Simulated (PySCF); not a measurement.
C₇H₁₁B (SMILES BC1(CC)C=CC=C1)

Input

```
{"job": {"kind": "nmr", "xc": "PBE0", "basis": "pcSseg-1"}, "charge": 0, "multiplicity": 1}
B     -0.733013    -1.981371    -0.553561
C     -0.264555    -0.521567    -0.147058
C      1.286531    -0.620549    -0.157297
C      1.933868     0.708820     0.214180
C     -0.776899     0.544725    -1.064705
C     -1.540272     1.406524    -0.379641
C     -1.555359     1.022182     1.014844
C     -0.801164    -0.073121     1.176862
H     -0.878513    -2.796443     0.269994
H     -0.866321    -2.258215    -1.680201
H      1.600089    -1.389247     0.551879
H      1.619020    -0.922021    -1.152668
H      3.017656     0.611544     0.203908
H      1.645881     1.483321    -0.491913
H      1.620159     1.020782     1.206999
H     -0.558285     0.557884    -2.117148
H     -2.063936     2.260723    -0.773099
H     -2.091294     1.557392     1.779682
H     -0.603398    -0.602113     2.091481
```

Launched as:

```sh
OMP_NUM_THREADS=1 python probes_run.py task.json out
```

Geometry: GFN2-xTB.

Level of theory: PySCF 2.14.0, PBE0/pcSseg-1, SCF density, gas phase, non-relativistic.

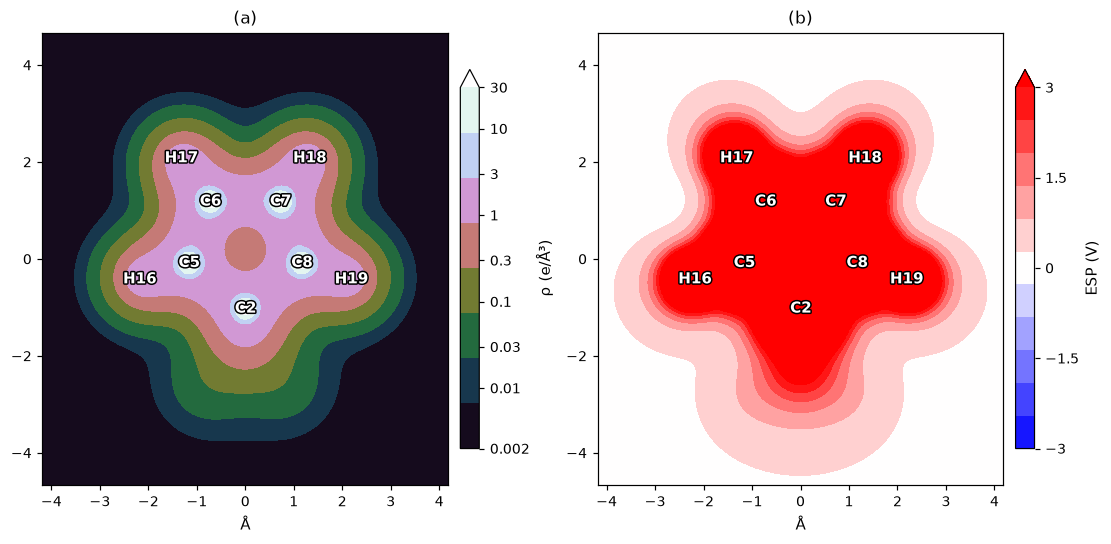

Figure 1. (a) electron density; (b) electrostatic potential on the plane of atoms C6, C5 and H16.

**What does the map show?**

The plane passes through C and H nuclei.
C–C (1.34 Å): ρ is about 2.3 e/Å³ halfway.
C–H (1.07 Å): ρ at the midpoint is about 2 e/Å³.
C–C (1.45 Å): ρ is about 1.9 e/Å³ halfway.
C–C (1.50 Å): the density is about 1.7 e/Å³ at the midpoint.
The potential has no marked negative region in this plane.

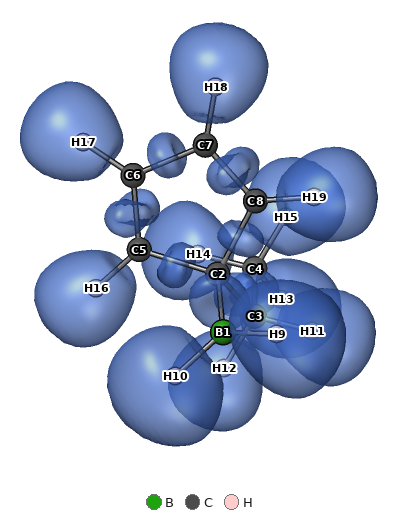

Figure 2. Isosurface of the electron localisation function at 0.8 (blue), seen at an oblique angle. Only the valence region is drawn (cores and ρ < 0.01 e/Å³ removed).

**Identify the bonds, lone pairs and shells in this picture.**

At this value the surface marks out one region between bonded B–C atoms (shared pairs), seven regions between bonded C–C atoms (shared pairs) and eleven regions around hydrogen nuclei. Along the contacts the grid gives the following. C–C (1.34 Å): the ELF peaks at about 0.90 between the atoms: a short, multiple covalent bond. C–B (1.59 Å): the ELF peaks at about 0.95 between the atoms: a covalent bond.

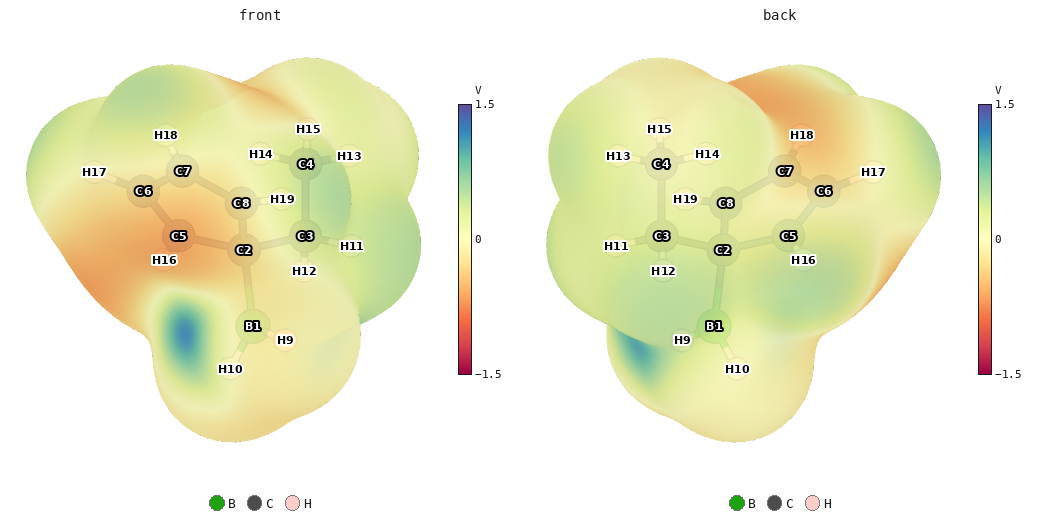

Figure 3. The molecular electrostatic potential painted on the density surface at 0.001 e/bohr³, seen from the front and from behind; the colour scale runs from red (negative) to blue (positive).

**Where is the surface potential most negative and most positive?**

The most negative region (about −0.6 V) lies over the π face of the C atoms, the most positive (about +1.0 V) over B1.
